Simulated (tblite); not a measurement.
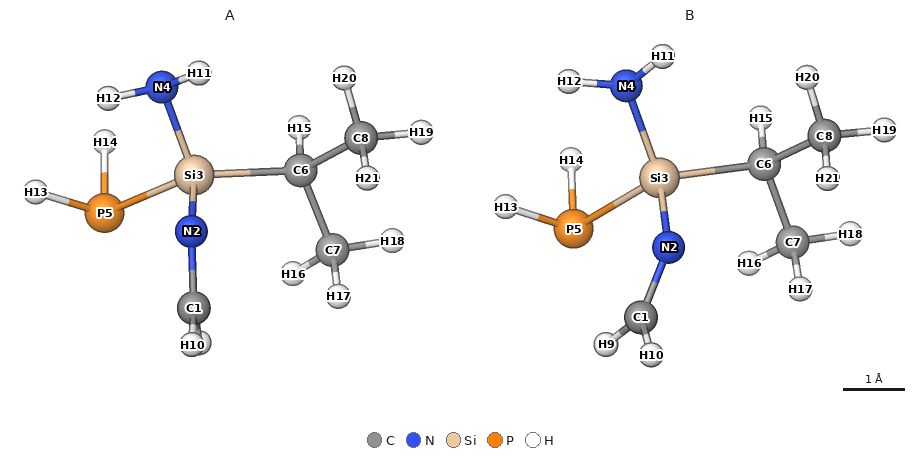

Two geometries of C4H13N2PSi, drawn at one scale. One is the start of a relaxation, the other its converged end. A ball-and-stick model, seen face on.

These are results of GFN2-xTB geometry optimisation, gas phase (tblite 0.8.0), not measurements. 

Question: Which one is relaxed?

Answer: Structure B is the relaxed one. The energy falls by 15.5 kcal/mol in 107 geometry steps. The atom that moves furthest after the best rigid fit is H9 (0.90 Å). By element the largest moves are H 0.90 Å, N 0.39 Å, P 0.30 Å, C 0.27 Å, Si 0.14 Å. Some distances before and after: Si3–P5 2.172 → 2.265 Å, Si3–N4 1.672 → 1.731 Å, P5–H14 1.419 → 1.379 Å, P5–H13 1.413 → 1.382 Å. Among the angles between lasting bonds that change: N2–Si3–N4 99.0° → 110.5°, Si3–N4–H12 106.7° → 118.3°, Si3–N4–H11 106.8° → 117.3°. Groups turn about N2–Si3 by about 35°. Cost: 1 s on 1 thread of Arm Neoverse V1, with other jobs on the host.
